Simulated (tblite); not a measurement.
**C₄H₆N₂SeSi: geometry relaxation (part 1 of 2)**

The run: geometry relaxation of C₄H₆N₂SeSi. Method and program: GFN2-xTB geometry optimisation, gas phase (tblite 0.8.0).

It belongs to a series of runs on one base structure; here: H on C replaced by CN.

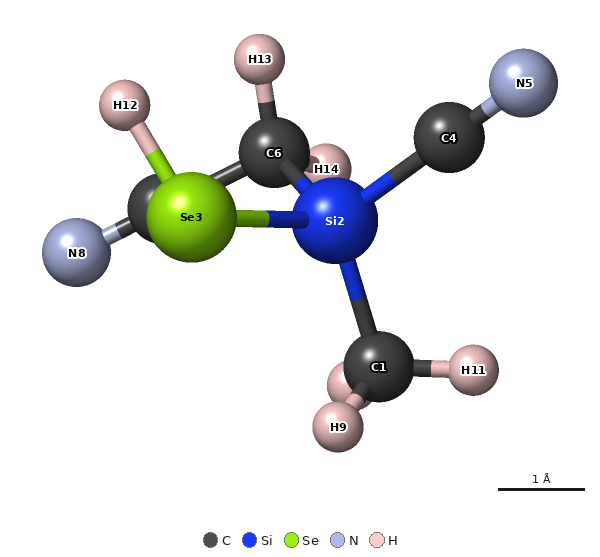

Figure 1. The input geometry (ball-and-stick view, seen at a tilt; atoms are numbered from 1 in the order of the input). Bond lengths as drawn: C–C 1.49 Å, C–H 1.09 to 1.12 Å, C–N 1.16 to 1.18 Å, C–Si 1.80 to 1.88 Å, H–Se 1.54 Å and Se–Si 2.29 Å.

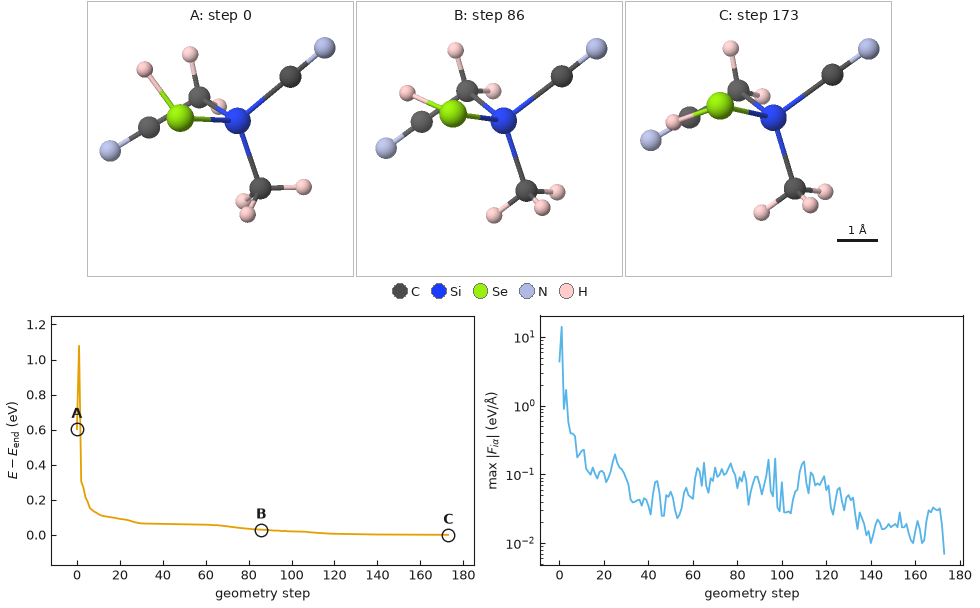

Figure 2. Frames of the relaxation (ball-and-stick view, seen at a tilt) above the curves, on which the letters mark them (steps are counted from 0).

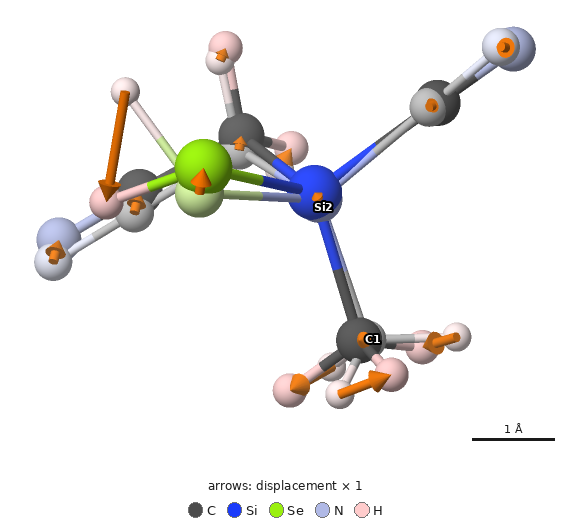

Figure 3. Start (faint) and end (solid) with the displacements as orange arrows, at true length (ball-and-stick view, seen at a tilt). The two geometries are laid on each other by the best rigid fit. The energy falls by 0.604 eV in 173 geometry steps. The largest force component goes from 4.4 to 0.007 eV/Å. The atom that moves furthest after the best rigid fit is H12 (1.42 Å). By element the largest moves are H 1.42 Å, Se 0.34 Å, N 0.33 Å, C 0.29 Å, Si 0.11 Å. Distances before and after: Se3–H12 1.543 → 1.437 Å, Si2–C4 1.803 → 1.873 Å, C6–C7 1.490 → 1.427 Å, Si2–C6 1.879 → 1.931 Å. Among the angles that change: Si2–Se3–H12 107.8° → 93.4°, C4–Si2–C6 111.9° → 105.3°, H9–C1–H11 114.2° → 107.9°. (Atoms are counted from 1 in the order of the input.)

The input and output of the run follow.

### Input file
```
{"job": {"kind": "relax", "xc": "GFN2-xTB", "basis": "xTB"}, "charge": 0, "multiplicity": 1}
C     -1.391400     0.273600    -1.228600
Si    -0.388000     0.305500     0.326000
Se     0.902500     2.182900     0.516700
C     -1.398700     0.246600     1.818200
N     -2.055300     0.217400     2.795500
C      0.817700    -1.133200     0.238200
C      1.834000    -0.802700    -0.799700
N      2.619700    -0.527900    -1.603200
H     -1.318600     1.258900    -1.708500
H     -1.003300    -0.493800    -1.903300
H     -2.424500    -0.027600    -0.966400
H      2.122900     1.828900     1.392600
H      1.333000    -1.262900     1.225000
H      0.349200    -2.066100    -0.124600
```

The first line tells a small driver script what to run in tblite; the rest is the geometry in Å.

Launched with:
```bash
OMP_NUM_THREADS=1 python <driver script> task.json out
```

### The program's output
```
step      E/eV     max force
  0    -605.91582    5.349
  1    -605.44120   16.966
  2    -606.21433    1.090
  3    -606.24818    2.233
  4    -606.30628    0.703
  5    -606.33061    0.525
  6    -606.36627    0.407
  7    -606.37641    0.373
  8    -606.38692    0.208
  9    -606.39286    0.240
 10    -606.40096    0.270
 11    -606.40737    0.267
 12    -606.41153    0.129
 13    -606.41375    0.119
 14    -606.41572    0.122
 15    -606.41786    0.156
 16    -606.41986    0.109
 17    -606.42162    0.100
 18    -606.42361    0.111
 19    -606.42613    0.159
 20    -606.42860    0.145
 21    -606.43038    0.088
 22    -606.43184    0.100
 23    -606.43369    0.122
 24    -606.43658    0.173
 25    -606.44054    0.204
 26    -606.44463    0.162
 27    -606.44785    0.133
 28    -606.45042    0.130
 29    -606.45272    0.133
 30    -606.45430    0.096
 31    -606.45504    0.084
 32    -606.45535    0.050
 33    -606.45557    0.056
 34    -606.45583    0.054
 35    -606.45608    0.047
 36    -606.45629    0.045
 37    -606.45651    0.040
 38    -606.45677    0.049
 39    -606.45699    0.047
 40    -606.45716    0.036
 41    -606.45730    0.029
 42    -606.45748    0.051
 43    -606.45776    0.086
 44    -606.45811    0.099
 45    -606.45840    0.074
 46    -606.45858    0.030
 47    -606.45870    0.028
 48    -606.45883    0.052
 49    -606.45902    0.049
 50    -606.45927    0.067
 51    -606.45952    0.056
 52    -606.45973    0.039
 53    -606.45985    0.029
 54    -606.45994    0.030
 55    -606.46005    0.051
 56    -606.46024    0.070
 57    -606.46049    0.072
 58    -606.46079    0.051
 59    -606.46113    0.052
 60    -606.46156    0.055
 61    -606.46217    0.101
 62    -606.46306    0.134
 63    -606.46400    0.122
 64    -606.46476    0.077
 65    -606.46386    0.176
 66    -606.46598    0.097
 67    -606.46659    0.084
 68    -606.46845    0.099
 69    -606.46958    0.097
 70    -606.47098    0.148
 71    -606.47282    0.102
 72    -606.47432    0.122
 73    -606.47603    0.131
 74    -606.47716    0.105
 75    -606.47924    0.111
 76    -606.48052    0.139
 77    -606.48213    0.163
 78    -606.48334    0.129
 79    -606.48442    0.128
 80    -606.48507    0.079
 81    -606.48639    0.092
 82    -606.48768    0.107
 83    -606.48823    0.113
 84    -606.48886    0.094
 85    -606.48919    0.041
 86    -606.48961    0.057
 87    -606.49009    0.078
 88    -606.49093    0.101
 89    -606.49209    0.108
 90    -606.49344    0.087
 91    -606.49469    0.067
 92    -606.49569    0.086
 93    -606.49595    0.133
 94    -606.49573    0.181
 95    -606.49754    0.069
 96    -606.49812    0.060
 97    -606.49714    0.192
 98    -606.49935    0.040
 99    -606.49973    0.039
100    -606.49993    0.090
101    -606.50033    0.039
102    -606.50048    0.039
103    -606.50092    0.038
104    -606.50109    0.037
105    -606.50135    0.058
106    -606.50176    0.078
107    -606.50269    0.086
108    -606.50438    0.163
109    -606.50509    0.162
110    -606.50643    0.170
111    -606.50750    0.113
112    -606.50798    0.060
113    -606.50921    0.117
114    -606.50980    0.130
115    -606.51073    0.089
116    -606.51141    0.077
117    -606.51219    0.076
118    -606.51285    0.100
119    -606.51355    0.113
120    -606.51370    0.077
121    -606.51378    0.099
122    -606.51427    0.042
123    -606.51436    0.028
124    -606.51458    0.048
125    -606.51482    0.075
126    -606.51520    0.082
127    -606.51558    0.053
128    -606.51589    0.034
129    -606.51614    0.051
130    -606.51641    0.055
131    -606.51670    0.050
132    -606.51688    0.064
133    -606.51708    0.032
134    -606.51721    0.023
135    -606.51740    0.037
136    -606.51753    0.032
137    -606.51766    0.023
138    -606.51770    0.016
139    -606.51772    0.016
140    -606.51776    0.013
141    -606.51778    0.018
142    -606.51782    0.022
143    -606.51786    0.026
144    -606.51791    0.024
145    -606.51797    0.019
146    -606.51802    0.020
147    -606.51808    0.022
148    -606.51814    0.022
149    -606.51822    0.019
150    -606.51832    0.021
151    -606.51842    0.020
152    -606.51851    0.019
153    -606.51859    0.038
154    -606.51867    0.020
155    -606.51873    0.021
156    -606.51878    0.019
157    -606.51880    0.014
158    -606.51881    0.012
159    -606.51882    0.012
160    -606.51883    0.018
161    -606.51884    0.026
162    -606.51887    0.020
163    -606.51890    0.014
164    -606.51893    0.016
165    -606.51897    0.025
166    -606.51903    0.039
167    -606.51911    0.039
168    -606.51922    0.043
169    -606.51936    0.036
170    -606.51949    0.033
171    -606.51957    0.041
172    -606.51962    0.022
173    -606.51965    0.009
```

### Trajectory as extended XYZ (Å, eV, eV/Å), 16 of the 174 frames kept, from step=0 to step=173
```
14
Properties=species:S:1:pos:R:3:forces:R:3 step=0 energy=-605.91582
C    -1.3914    0.2736   -1.2286   -0.7380  -0.1190  -0.5100
Si   -0.3880    0.3055    0.3260    1.3600   0.4180  -0.3850
Se    0.9025    2.1829    0.5167    0.9410   0.4670   0.5050
C    -1.3987    0.2466    1.8182   -3.0080  -0.3620   4.4080
N    -2.0553    0.2174    2.7955    2.0290   0.1320  -3.0000
C     0.8177   -1.1332    0.2382    1.7850  -0.5890  -0.7170
C     1.8340   -0.8027   -0.7997    0.3230   0.0690   0.0420
N     2.6197   -0.5279   -1.6032   -1.3340  -0.4740   1.2930
H    -1.3186    1.2589   -1.7085   -0.4820  -0.4860  -0.0250
H    -1.0033   -0.4938   -1.9033   -0.0710   0.3010  -0.0570
H    -2.4245   -0.0276   -0.9664    0.4120   0.5500  -0.4850
H     2.1229    1.8289    1.3926   -1.0750  -0.0250  -0.6790
H     1.3330   -1.2629    1.2250   -0.3340  -0.1940  -0.9200
H     0.3492   -2.0661   -0.1246    0.1910   0.3110   0.5290
14
Properties=species:S:1:pos:R:3:forces:R:3 step=12 energy=-606.41153
C    -1.4006    0.3066   -1.2362    0.0550  -0.0150   0.0690
Si   -0.3116    0.3584    0.3260    0.0420  -0.0410   0.0900
Se    0.9077    2.3121    0.5176   -0.0520  -0.0550  -0.0080
C    -1.3807    0.2061    1.8695    0.0430  -0.0050  -0.1210
N    -2.0625    0.2004    2.7888    0.0420  -0.0460  -0.0050
C     0.8974   -1.1570    0.2534   -0.1140   0.0580   0.0120
C     1.8594   -0.8572   -0.7615    0.0890  -0.0080   0.0650
N     2.6067   -0.5515   -1.5713    0.0170  -0.0530  -0.0310
H    -1.4059    1.2603   -1.7572   -0.0120  -0.0090   0.0540
H    -1.0078   -0.4426   -1.9189   -0.0290   0.0440  -0.0660
H    -2.4280    0.0388   -1.0022    0.0320   0.0510   0.0020
H     1.9694    1.7418    1.3090   -0.0580   0.0010  -0.0550
H     1.4050   -1.3629    1.1975   -0.0200   0.1060  -0.0280
H     0.3507   -2.0539   -0.0366   -0.0360  -0.0270   0.0210
14
Properties=species:S:1:pos:R:3:forces:R:3 step=23 energy=-606.43369
C    -1.3981    0.3298   -1.2401   -0.0160   0.0370   0.0120
Si   -0.3032    0.3545    0.3089   -0.0180   0.0570  -0.0670
Se    0.8536    2.3352    0.4937   -0.0700  -0.0480  -0.0350
C    -1.3666    0.1658    1.8417   -0.0220  -0.0070   0.0800
N    -2.0210    0.1296    2.7805    0.0210  -0.0430  -0.0330
C     0.9010   -1.1463    0.2664    0.0870  -0.0450  -0.0460
C     1.8853   -0.9030   -0.7475    0.0000   0.0440   0.0840
N     2.6470   -0.6382   -1.5591   -0.0410  -0.0830   0.0460
H    -1.4054    1.3124   -1.7059   -0.0550  -0.0450  -0.0300
H    -1.0312   -0.3888   -1.9712   -0.0430   0.0870   0.0430
H    -2.4201    0.0675   -0.9797    0.0070   0.0140  -0.0910
H     1.9121    1.7308    1.2462    0.1090   0.0370   0.0400
H     1.3936   -1.2946    1.2290    0.0220  -0.0020  -0.0420
H     0.3525   -2.0552    0.0151    0.0200  -0.0020   0.0380
14
Properties=species:S:1:pos:R:3:forces:R:3 step=35 energy=-606.45608
C    -1.4389    0.3953   -1.2622    0.0030   0.0070   0.0000
Si   -0.3218    0.3488    0.2733    0.0320  -0.0090  -0.0200
Se    0.8023    2.3456    0.4590    0.0100   0.0220  -0.0060
C    -1.3475    0.0912    1.8253   -0.0230  -0.0050   0.0210
N    -1.9655   -0.0283    2.7815    0.0090  -0.0150  -0.0200
C     0.9166   -1.1322    0.2998   -0.0020  -0.0180   0.0030
C     1.9209   -0.9762   -0.7062    0.0120   0.0390  -0.0190
N     2.7096   -0.8190   -1.5193   -0.0180  -0.0060   0.0140
H    -1.4662    1.4014   -1.6733    0.0030   0.0030   0.0010
H    -1.0709   -0.2692   -2.0392   -0.0010   0.0090   0.0080
H    -2.4592    0.1090   -1.0245    0.0100  -0.0300   0.0020
H     1.9264    1.8055    1.1712    0.0130   0.0030  -0.0020
H     1.4031   -1.2028    1.2751   -0.0050   0.0070  -0.0030
H     0.3903   -2.0696    0.1173   -0.0420  -0.0050   0.0200
14
Properties=species:S:1:pos:R:3:forces:R:3 step=46 energy=-606.45858
C    -1.4317    0.4003   -1.2623   -0.0030   0.0070   0.0080
Si   -0.3111    0.3667    0.2711   -0.0090  -0.0240   0.0150
Se    0.8190    2.3599    0.4470    0.0020   0.0170  -0.0030
C    -1.3420    0.0832    1.8174   -0.0250   0.0070   0.0020
N    -1.9670   -0.0810    2.7624    0.0140   0.0040  -0.0160
C     0.9046   -1.1309    0.3094    0.0100   0.0030   0.0010
C     1.9038   -0.9864   -0.7026    0.0170  -0.0030   0.0080
N     2.6963   -0.8282   -1.5118   -0.0130  -0.0100  -0.0170
H    -1.4925    1.4094   -1.6617   -0.0040   0.0080   0.0070
H    -1.0506   -0.2433   -2.0507    0.0160   0.0070   0.0200
H    -2.4401    0.0780   -1.0197    0.0000  -0.0170  -0.0130
H     1.9523    1.8280    1.1518    0.0000  -0.0100  -0.0080
H     1.3995   -1.1951    1.2807   -0.0110   0.0000   0.0060
H     0.3587   -2.0611    0.1468    0.0070   0.0100  -0.0110
```
